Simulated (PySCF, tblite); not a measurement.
# C₁₇H₁₂B−: electronic excitations, NMR shifts

Aim: compute the electronic excitations, NMR shifts of C₁₇H₁₂B− (`c1ccc2ccc3ccc4ccccc4c3[b-]2c1`).

Computed with tblite 0.8.0 and PySCF 2.14.0 and routines of our own; the level stands in each step. Atoms count from 0.

## Step 1: The starting structure

30 atoms, charge -1, multiplicity 1; geometry from: force field, distance geometry or constructed start.

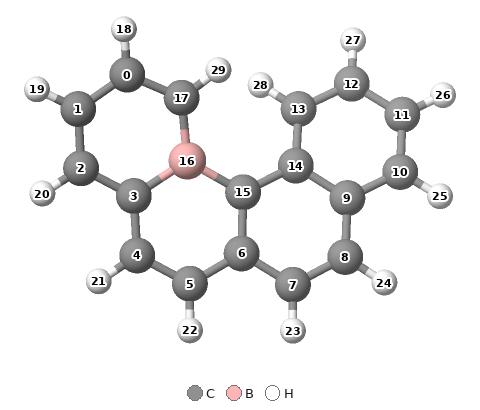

The starting geometry (carbon grey, boron pink, hydrogen white).

## Step 2: Relaxing the molecule with GFN2-xTB

The job: settings as JSON, then the geometry in Å.

```
{"job": {"kind": "relax", "xc": "GFN2-xTB", "basis": "xTB"}, "charge": -1, "multiplicity": 1}
C      2.426100    -2.618100     0.561600
C      3.610100    -2.090900     0.040800
C      3.681700    -0.784500    -0.438800
C      2.541900     0.050700    -0.468900
C      2.647400     1.388700    -0.828800
C      1.558200     2.260300    -0.733100
C      0.281900     1.814600    -0.349300
C     -0.731600     2.766800    -0.184800
C     -2.015400     2.376800     0.181600
C     -2.349700     1.024000     0.285200
C     -3.679900     0.653800     0.536200
C     -4.056600    -0.688100     0.501600
C     -3.121400    -1.660800     0.172800
C     -1.785700    -1.309200    -0.074400
C     -1.355100     0.034800     0.069600
C      0.006400     0.432900    -0.100300
B      1.212700    -0.496100    -0.029400
C      1.234900    -1.877200     0.567000
H      2.421700    -3.610700     0.989300
H      4.513100    -2.698400     0.065900
H      4.631400    -0.398100    -0.775000
H      3.605300     1.794800    -1.139300
H      1.730200     3.313500    -0.946000
H     -0.535000     3.815100    -0.327700
H     -2.773400     3.145500     0.324500
H     -4.439800     1.405700     0.736100
H     -5.083500    -0.962200     0.682300
H     -3.429700    -2.692900     0.069000
H     -1.136400    -2.080100    -0.451400
H      0.379400    -2.293400     1.073200
```

On the command line:

```
$ OMP_NUM_THREADS=1 python large_run.py task.json out
```

One launch serves the whole session: the jobs run in the order shown.

The log of the run:

```text
step      E/eV     max force
  0   -1195.54161    1.984
  1   -1195.67065    1.267
  2   -1195.71139    0.332
  3   -1195.72142    0.316
  4   -1195.74768    0.251
  5   -1195.75496    0.172
  6   -1195.76142    0.138
  7   -1195.76546    0.125
  8   -1195.76903    0.109
  9   -1195.77170    0.104
 10   -1195.77419    0.103
 11   -1195.77624    0.082
 12   -1195.77771    0.076
 13   -1195.77872    0.075
 14   -1195.77956    0.062
 15   -1195.78034    0.058
 16   -1195.78104    0.064
 17   -1195.78165    0.050
 18   -1195.78219    0.053
 19   -1195.78269    0.046
 20   -1195.78320    0.050
 21   -1195.78379    0.051
 22   -1195.78448    0.062
 23   -1195.78515    0.053
 24   -1195.78569    0.046
 25   -1195.78615    0.046
 26   -1195.78665    0.049
 27   -1195.78726    0.062
 28   -1195.78792    0.062
 29   -1195.78855    0.051
 30   -1195.78920    0.058
 31   -1195.79000    0.058
 32   -1195.79088    0.066
 33   -1195.79155    0.051
 34   -1195.79191    0.039
 35   -1195.79213    0.033
 36   -1195.79236    0.032
 37   -1195.79261    0.034
 38   -1195.79284    0.024
 39   -1195.79301    0.023
 40   -1195.79316    0.025
 41   -1195.79332    0.032
 42   -1195.79348    0.035
 43   -1195.79362    0.029
 44   -1195.79374    0.022
 45   -1195.79387    0.025
 46   -1195.79397    0.018
```

Run time: 0.62 s. Hardware: 1 thread of Arm Neoverse V2, shared host; peak memory 0.18 GiB.

Step by step:

| step | energy from step 0 (eV) | largest force (eV/Å) |
| --- | --- | --- |
| 0 | 0.0000 | 1.9832 |
| 1 | -0.1290 | 1.2670 |
| 2 | -0.1698 | 0.3313 |
| 3 | -0.1798 | 0.3161 |
| 4 | -0.2061 | 0.2516 |
| 5 | -0.2133 | 0.1720 |
| 6 | -0.2198 | 0.1382 |
| 7 | -0.2239 | 0.1257 |
| 8 | -0.2274 | 0.1090 |
| 11 | -0.2346 | 0.0824 |
| 14 | -0.2379 | 0.0625 |
| 17 | -0.2400 | 0.0504 |
| 20 | -0.2416 | 0.0499 |
| 23 | -0.2435 | 0.0527 |
| 26 | -0.2450 | 0.0489 |
| 29 | -0.2469 | 0.0517 |
| 32 | -0.2493 | 0.0657 |
| 35 | -0.2505 | 0.0332 |
| 38 | -0.2512 | 0.0247 |
| 42 | -0.2519 | 0.0350 |
| 43 | -0.2520 | 0.0286 |
| 44 | -0.2521 | 0.0221 |
| 45 | -0.2523 | 0.0244 |
| 46 | -0.2524 | 0.0179 |

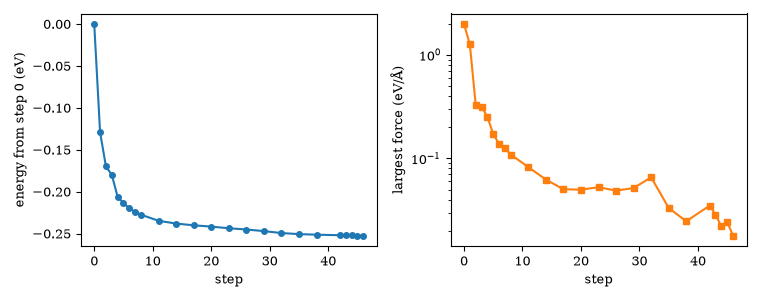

Energy and largest force along the relaxation.

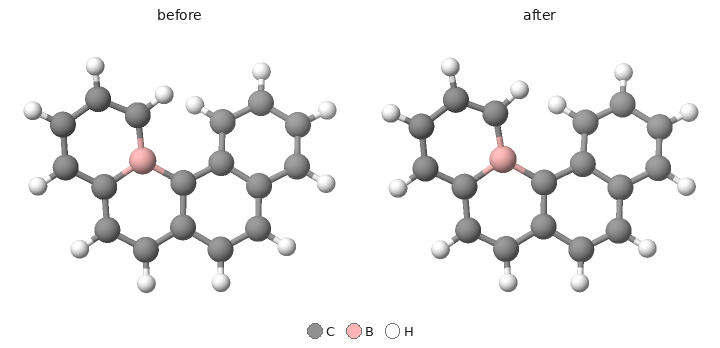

The geometry before (left) and after (right).

Close pairs (by a distance rule), those that changed most:

| bond | before (Å) | after (Å) | change (Å) |
| --- | --- | --- | --- |
| C4–C5 | 1.398 | 1.364 | -0.034 |
| C7–C8 | 1.391 | 1.357 | -0.034 |
| C0–C17 | 1.403 | 1.369 | -0.034 |
| C12–C13 | 1.403 | 1.371 | -0.032 |
| C15–B16 | 1.524 | 1.550 | +0.026 |
| C3–B16 | 1.503 | 1.528 | +0.025 |
| C10–C11 | 1.394 | 1.370 | -0.024 |
| C1–C2 | 1.393 | 1.370 | -0.023 |

The next job starts from the end point, and lists it.

## Step 3: Electronic excitations: TDA PBE0/6-31G*

The job: settings as JSON, then the geometry in Å.

```
{"job": {"kind": "uv", "basis": "6-31G*", "grid": 1, "kgrid": 0, "vcut": 1.5, "nstates": 6, "ntriplets": 2, "tda": true, "delta": [], "pop": true, "xc": "PBE0"}, "charge": -1, "multiplicity": 1}
C      2.488900    -2.635543     0.519055
C      3.669787    -2.062329     0.013864
C      3.698791    -0.769743    -0.440615
C      2.542692     0.029920    -0.445850
C      2.633774     1.389564    -0.803427
C      1.560070     2.223808    -0.695235
C      0.265849     1.777181    -0.321261
C     -0.755898     2.752394    -0.183836
C     -2.028306     2.419118     0.148273
C     -2.395198     1.055131     0.249449
C     -3.730716     0.682442     0.469746
C     -4.111540    -0.634048     0.464381
C     -3.153584    -1.618942     0.206600
C     -1.838251    -1.278683     0.020154
C     -1.392651     0.058323     0.078015
C     -0.014970     0.407792    -0.091360
B      1.197644    -0.554701    -0.016186
C      1.290855    -1.973212     0.531724
H      2.566256    -3.645097     0.925940
H      4.582317    -2.653592     0.024212
H      4.648866    -0.347269    -0.770888
H      3.589218     1.798569    -1.135252
H      1.677596     3.283172    -0.909318
H     -0.490675     3.795269    -0.327679
H     -2.788230     3.178571     0.299230
H     -4.467104     1.463452     0.625950
H     -5.145548    -0.910647     0.632580
H     -3.461826    -2.656452     0.146345
H     -1.119102    -2.046677    -0.210115
H      0.470170    -2.510633     1.005408
```

Method: TDA PBE0/6-31G*, vertical, gas phase, core orbitals frozen in the response, virtual orbitals cut by energy.

The log of the run:

```text
start: PBE on a coarse grid of 25517 points
cycle   1  E = -678.9596841967  dE =  2.935e+00  |g| = 9.765e-01  |ddm| = 6.536e+00
cycle   2  E = -678.3421001249  dE =  6.176e-01  |g| = 1.701e+00  |ddm| = 5.192e+00
cycle   3  E = -679.1713272744  dE = -8.292e-01  |g| = 5.473e-01  |ddm| = 4.265e+00
cycle   4  E = -679.2618012812  dE = -9.047e-02  |g| = 1.421e-01  |ddm| = 8.847e-01
cycle   5  E = -679.2632055036  dE = -1.404e-03  |g| = 1.225e-01  |ddm| = 3.169e-01
cycle   6  E = -679.2674964815  dE = -4.291e-03  |g| = 2.886e-02  |ddm| = 1.808e-01
cycle   7  E = -679.2676843833  dE = -1.879e-04  |g| = 1.475e-02  |ddm| = 5.070e-02
cycle   8  E = -679.2677478062  dE = -6.342e-05  |g| = 3.505e-03  |ddm| = 1.960e-02
final grid: 112304 points
cycle   9  E = -679.1481686894  dE = -7.672e-03  |g| = 4.125e-02  |ddm| = 9.791e-01
cycle  10  E = -679.1482338321  dE = -6.514e-05  |g| = 3.974e-02  |ddm| = 1.144e-01
cycle  11  E = -679.1486630035  dE = -4.292e-04  |g| = 8.776e-03  |ddm| = 5.606e-02
cycle  12  E = -679.1486804537  dE = -1.745e-05  |g| = 3.468e-03  |ddm| = 1.507e-02
cycle  13  E = -679.1486860093  dE = -5.556e-06  |g| = 1.319e-03  |ddm| = 6.077e-03
cycle  14  E = -679.1486861343  dE = -1.250e-07  |g| = 4.183e-04  |ddm| = 1.991e-03
cycle  15  E = -679.1486864569  dE = -3.226e-07  |g| = 1.228e-04  |ddm| = 6.530e-04
cycle  16  E = -679.1486866230  dE = -1.661e-07  |g| = 3.993e-05  |ddm| = 1.909e-04
converged SCF energy = -679.1486866230

Static polarisability (au): isotropic 207.879, principal 65.620 235.874 322.143

Singlet excitations
state   eV       nm        f      main configurations
  1   3.2272    384.2   0.13576   H->L 0.87, H-1->L+1 0.08
  2   3.4832    355.9   0.02484   H->L+1 0.67, H-1->L 0.29
  3   3.9207    316.2   0.11168   H-1->L 0.60, H->L+1 0.24
  4   4.2938    288.8   0.32115   H-1->L+1 0.71
  5   4.6063    269.2   0.12286   H->L+2 0.64, H-2->L+1 0.10, H-1->L+3 0.10
  6   4.7898    258.9   0.01969   H-2->L 0.66, H->L+3 0.09

Triplet excitations (Tamm-Dancoff, eV): 2.5701 2.7685
```

It took 34 s on 1 thread of Arm Neoverse V2, shared host; peak memory 0.56 GiB.

The orbitals next to the gap, with their largest atomic shares:

| orbital | eV | atoms |
| --- | --- | --- |
| HOMO−4 | -3.51 | C3 22 %, B16 21 %, C17 10 % |
| HOMO−3 | -3.20 | C7 14 %, C9 12 %, C12 11 % |
| HOMO−2 | -2.64 | C17 12 %, C2 12 %, C10 10 % |
| HOMO−1 | -1.62 | C2 15 %, C17 15 %, C4 12 % |
| HOMO | -1.09 | B16 20 %, C5 17 %, C1 16 % |
| LUMO | 2.75 | C13 15 %, C10 15 %, C15 12 % |
| LUMO+1 | 3.24 | C7 15 %, C12 13 %, C14 12 % |
| LUMO+2 | 4.27 | C10 14 %, C14 14 %, C17 11 % |
| LUMO+3 | 4.57 | C0 11 %, C5 11 %, C9 10 % |

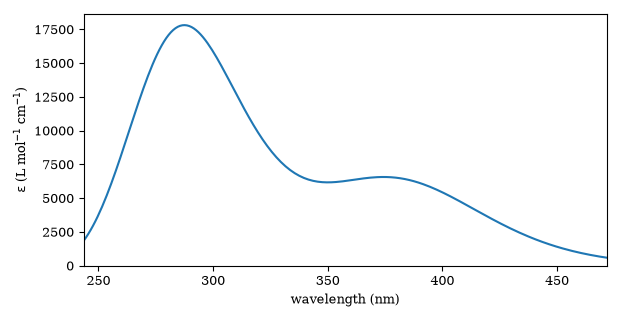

Absorption spectrum: each of the 6 states is a Gaussian band of 0.4 eV half-width at 1/e. Beyond the last state computed it falls off for lack of states.

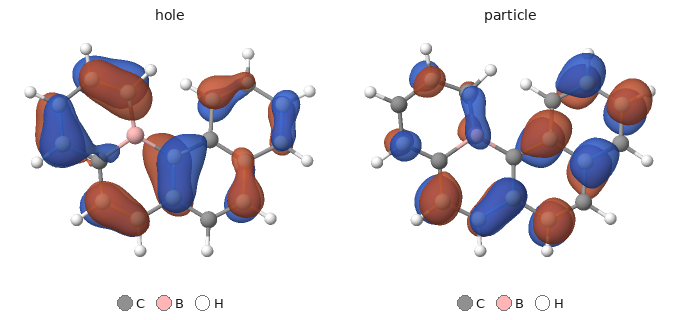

Leading natural transition orbitals of singlet state 4: the electron leaves the hole (left) for the particle orbital (right).

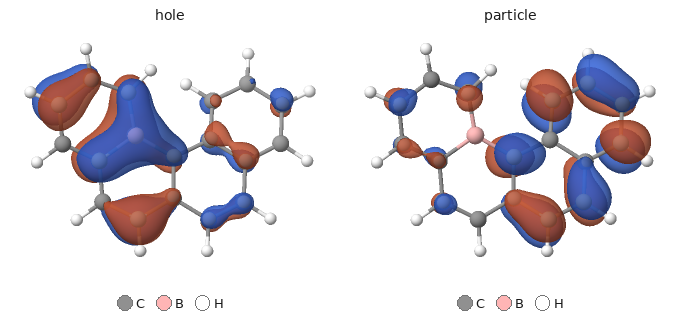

Leading natural transition orbitals of singlet state 1: the electron leaves the hole (left) for the particle orbital (right).

Ground-state properties from the same run:

| property | computed |
| --- | --- |
| polarisability (Å³) | 30.80 |
| HOMO–LUMO gap (eV) | 3.84 |
| −ε(HOMO) (eV) | 1.09 |

The fields below are evaluated on a grid from the run's orbitals.

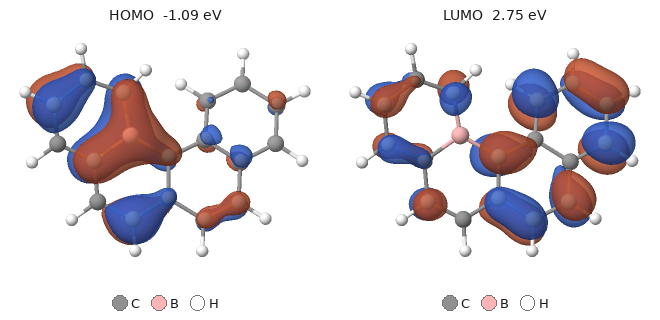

Frontier orbitals at PBE0/6-31G*; each surface holds 70 % of the orbital's density, blue and red mark the sign.

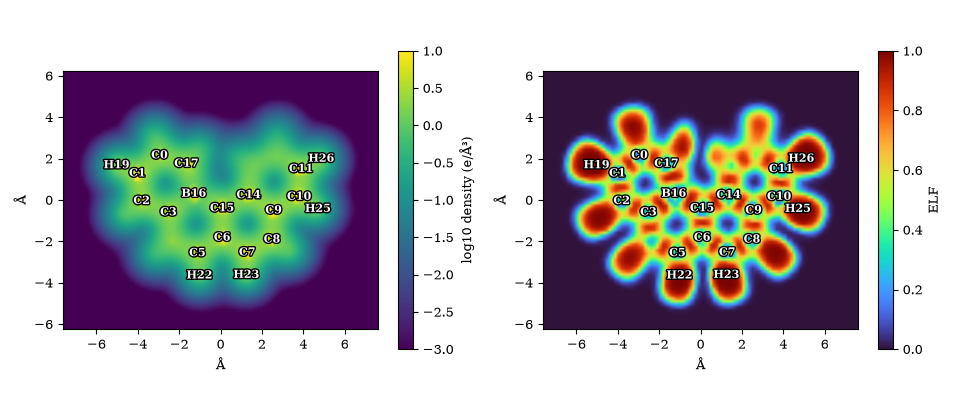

Density (left) and ELF (right) in a plane through or near 20 of the atoms.

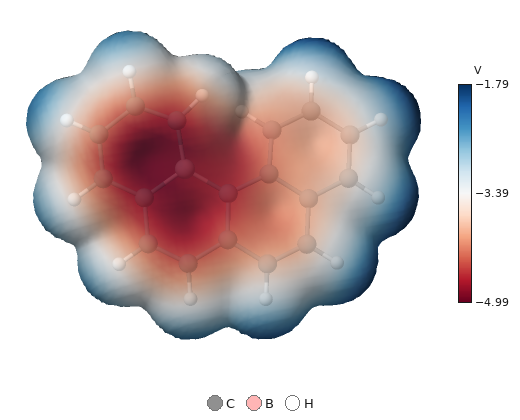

The potential that a unit positive charge feels on the 0.002 e/bohr³ surface, from -4.99 V near C17 to -1.79 V near H26.

## Step 4: NMR shifts: GIAO PBE0/pcSseg-1

The job, as its differences from that of step 3:

```diff
@@ -1,2 +1,2 @@
-{"job": {"kind": "uv", "basis": "6-31G*", "grid": 1, "kgrid": 0, "vcut": 1.5, "nstates": 6, "ntriplets": 2, "tda": true, "delta": [], "pop": true, "xc": "PBE0"}, "charge": -1, "multiplicity": 1}
+{"job": {"kind": "nmr", "xc": "PBE0", "basis": "pcSseg-1", "pop": false}, "charge": -1, "multiplicity": 1}
 C      2.488900    -2.635543     0.519055
```

Method: GIAO PBE0/pcSseg-1 NMR shielding, non-relativistic, gas phase.

The log of the run:

```text
start: PBE on a coarse grid of 25517 points
cycle   1  E = -678.5798929370  dE =  2.892e+00  |g| = 9.641e-01  |ddm| = 6.194e+00
cycle   2  E = -677.8329027406  dE =  7.470e-01  |g| = 1.830e+00  |ddm| = 5.037e+00
cycle   3  E = -678.7895832787  dE = -9.567e-01  |g| = 5.353e-01  |ddm| = 4.324e+00
cycle   4  E = -678.8711321693  dE = -8.155e-02  |g| = 1.595e-01  |ddm| = 8.728e-01
cycle   5  E = -678.8739064584  dE = -2.774e-03  |g| = 1.256e-01  |ddm| = 3.276e-01
cycle   6  E = -678.8782981744  dE = -4.392e-03  |g| = 2.859e-02  |ddm| = 1.856e-01
cycle   7  E = -678.8784753438  dE = -1.772e-04  |g| = 1.531e-02  |ddm| = 5.213e-02
cycle   8  E = -678.8785417676  dE = -6.642e-05  |g| = 3.401e-03  |ddm| = 1.929e-02
final grid: 238758 points
cycle   9  E = -679.0785766054  dE = -9.848e-03  |g| = 4.447e-02  |ddm| = 6.567e-01
cycle  10  E = -679.0786203613  dE = -4.376e-05  |g| = 4.164e-02  |ddm| = 9.799e-02
cycle  11  E = -679.0790780685  dE = -4.577e-04  |g| = 8.946e-03  |ddm| = 6.351e-02
cycle  12  E = -679.0790939731  dE = -1.590e-05  |g| = 3.851e-03  |ddm| = 1.554e-02
cycle  13  E = -679.0790986241  dE = -4.651e-06  |g| = 1.263e-03  |ddm| = 6.417e-03
cycle  14  E = -679.0791016307  dE = -3.007e-06  |g| = 4.595e-04  |ddm| = 2.017e-03
cycle  15  E = -679.0790997950  dE =  1.836e-06  |g| = 1.217e-04  |ddm| = 7.195e-04
cycle  16  E = -679.0790973864  dE =  2.409e-06  |g| = 5.256e-05  |ddm| = 2.371e-04
converged SCF energy = -679.0790973864

GIAO shielding tensors (ppm)
atom      isotropic    diamagn.    paramagn.     s11        s22        s33       span
  0 C       50.074     253.233    -203.160    -65.710     53.113    162.818    228.529
  1 C       67.624     253.524    -185.899    -35.008     75.483    162.399    197.407
  2 C       50.253     249.241    -198.988    -51.156     54.578    147.337    198.493
  3 C       42.545     260.601    -218.056    -67.932     -8.572    204.140    272.072
  4 C       45.271     250.483    -205.212    -57.544     48.832    144.527    202.071
  5 C       65.967     250.068    -184.101    -24.693     81.691    140.903    165.595
  6 C       46.318     255.021    -208.703    -38.023     -7.626    184.604    222.627
  7 C       51.057     250.873    -199.816    -49.707     55.007    147.873    197.581
  8 C       61.871     252.440    -190.569    -34.421     67.890    152.145    186.566
  9 C       53.197     253.108    -199.911    -19.663    -12.556    191.811    211.474
 10 C       56.677     245.522    -188.845    -42.399     56.722    155.709    198.108
 11 C       63.734     254.916    -191.182    -42.979     61.507    172.673    215.652
 12 C       61.017     252.274    -191.257    -46.914     58.552    171.412    218.326
 13 C       46.784     250.965    -204.181    -53.640     26.044    167.949    221.589
 14 C       42.472     249.522    -207.049    -31.309    -23.757    182.484    213.793
 15 C       45.584     249.146    -203.562    -54.830     -6.439    198.022    252.852
 16 B       77.993     189.727    -111.734     37.574     51.180    145.225    107.651
 17 C       49.177     259.741    -210.564    -70.900     39.939    178.493    249.393
 18 H       23.746      30.248      -6.502     18.688     24.450     28.100      9.412
 19 H       24.744      28.497      -3.753     20.059     26.205     27.969      7.910
 20 H       23.718      30.637      -6.919     19.094     24.052     28.009      8.915
 21 H       23.544      31.693      -8.149     18.806     23.870     27.957      9.151
 22 H       24.396      32.761      -8.365     18.203     25.676     29.310     11.107
 23 H       23.786      32.706      -8.921     18.095     24.403     28.859     10.764
 24 H       24.111      32.514      -8.403     18.576     25.279     28.478      9.902
 25 H       23.914      31.037      -7.123     18.731     24.618     28.395      9.664
 26 H       24.443      28.557      -4.114     20.060     25.940     27.328      7.268
 27 H       24.140      31.110      -6.970     19.286     25.361     27.773      8.487
 28 H       21.712      35.956     -14.244     12.937     22.387     29.812     16.876
 29 H       23.296      35.032     -11.736     17.745     21.780     30.364     12.619
```

Run time: 61 s. Hardware: 1 thread of Arm Neoverse V2, shared host; peak memory 0.79 GiB.

Shifts follow as δ = σ(reference) − σ, with reference shieldings (ppm) from runs at the same level and on the same kind of geometry: ¹H TMS 31.72, ¹³C TMS 186.9, ¹¹B BF3·OEt2 100.1. The references are single molecules in the gas phase.

| atoms | environment | σ (ppm) | δ (ppm) |
| --- | --- | --- | --- |
| C14 | ring-fusion aromatic carbon | 42.5 | 144.5 |
| C3 | ring-fusion aromatic carbon | 42.5 | 144.4 |
| C4 | aromatic CH | 45.3 | 141.7 |
| C15 | ring-fusion aromatic carbon | 45.6 | 141.3 |
| C6 | ring-fusion aromatic carbon | 46.3 | 140.6 |
| C13 | aromatic CH | 46.8 | 140.1 |
| C17 | aromatic CH | 49.2 | 137.7 |
| C0 | aromatic CH | 50.1 | 136.9 |
| C2 | aromatic CH | 50.3 | 136.7 |
| C7 | aromatic CH | 51.1 | 135.9 |
| C9 | ring-fusion aromatic carbon | 53.2 | 133.7 |
| C10 | aromatic CH | 56.7 | 130.2 |
| C12 | aromatic CH | 61.0 | 125.9 |
| C8 | aromatic CH | 61.9 | 125.1 |
| C11 | aromatic CH | 63.7 | 123.2 |
| C5 | aromatic CH | 66.0 | 121.0 |
| C1 | aromatic CH | 67.6 | 119.3 |
| H28 | hydrogen on an aromatic CH | 21.71 | 10.00 |
| H29 | hydrogen on an aromatic CH | 23.30 | 8.42 |
| H21 | hydrogen on an aromatic CH | 23.54 | 8.17 |
| H20 | hydrogen on an aromatic CH | 23.72 | 8.00 |
| H18 | hydrogen on an aromatic CH | 23.75 | 7.97 |
| H23 | hydrogen on an aromatic CH | 23.79 | 7.93 |
| H25 | hydrogen on an aromatic CH | 23.91 | 7.80 |
| H24 | hydrogen on an aromatic CH | 24.11 | 7.61 |
| H27 | hydrogen on an aromatic CH | 24.14 | 7.58 |
| H22 | hydrogen on an aromatic CH | 24.40 | 7.32 |
| H26 | hydrogen on an aromatic CH | 24.44 | 7.27 |
| H19 | hydrogen on an aromatic CH | 24.74 | 6.97 |
| B16 | boron bonded to 3 C, in a 6-membered ring | 78.0 | 22.1 |

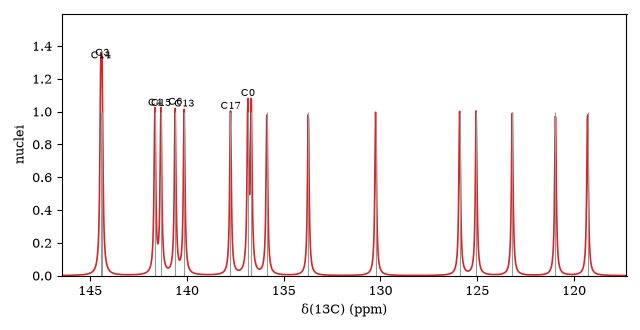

¹³C lines at the computed shifts, without couplings. Lines are broadened to a width of 0.10 ppm (Lorentzian).

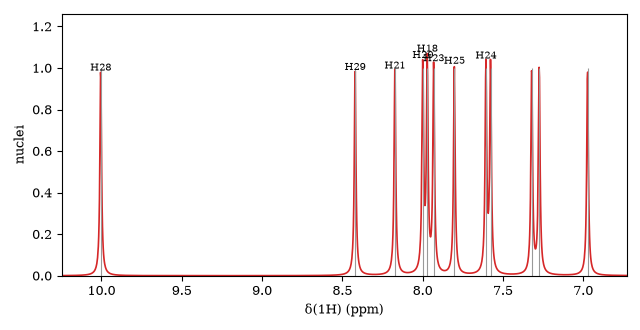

¹H lines at the computed shifts, without couplings. Lines are broadened to a width of 0.01 ppm (Lorentzian).

Ring of atoms C0, C1, C2, C3, B16, C17: NICS(0) -7.6, NICS(1) -10.1, NICS(1)zz -26.9 ppm (means of both faces).

Ring of atoms C3, C4, C5, C6, C15, B16: NICS(0) -6.3, NICS(1) -9.4, NICS(1)zz -23.5 ppm (means of both faces).

Ring of atoms C6, C7, C8, C9, C14, C15: NICS(0) -6.2, NICS(1) -9.9, NICS(1)zz -23.5 ppm (means of both faces).

## Step 5: Results

```
                                   quantity                                                                                                          value
               lowest singlet (PBE0/6-31G*)                                                                                    3.23 eV (384 nm), f = 0.136
   brightest single state of those computed                                                                                    state 4, 4.29 eV, f = 0.321
                             lowest triplet                                                                                                        2.57 eV
     ¹³C shifts against TMS (PBE0/pcSseg-1)  144.5, 144.4, 141.7, 141.3, 140.6, 140.1, 137.7, 136.9, 136.7, 135.9, 133.7, 130.2, 125.9, 125.1 ppm and more
      ¹H shifts against TMS (PBE0/pcSseg-1)                                    10.00, 8.42, 8.17, 8.00, 7.97, 7.93, 7.80, 7.61, 7.58, 7.32, 7.27, 6.97 ppm
¹¹B shifts against BF3·OEt2 (PBE0/pcSseg-1)                                                                                                       22.1 ppm
```

What this shows: The lowest singlet, at 3.23 eV, is HOMO→LUMO 0.87, HOMO−1→LUMO+1 0.08 and is bright; of the 6 states computed, the strongest absorption comes from state 4 at 4.29 eV. The lowest triplet lies 0.66 eV below the lowest singlet. The lowest singlet lies above −ε(HOMO); no detachment energy was computed, so the anion's states may not be bound. At PBE0/pcSseg-1: Shielding is most anisotropic at C3 (span 272 ppm, paramagnetic term -218 ppm). NICS(1)zz of -27 ppm above the planar ring from C0 marks a diatropic (aromatic) ring current. NICS(1)zz of -24 ppm above the planar ring from C3 marks a diatropic (aromatic) ring current. NICS(1)zz of -23 ppm above the planar ring from C6 marks a diatropic (aromatic) ring current.
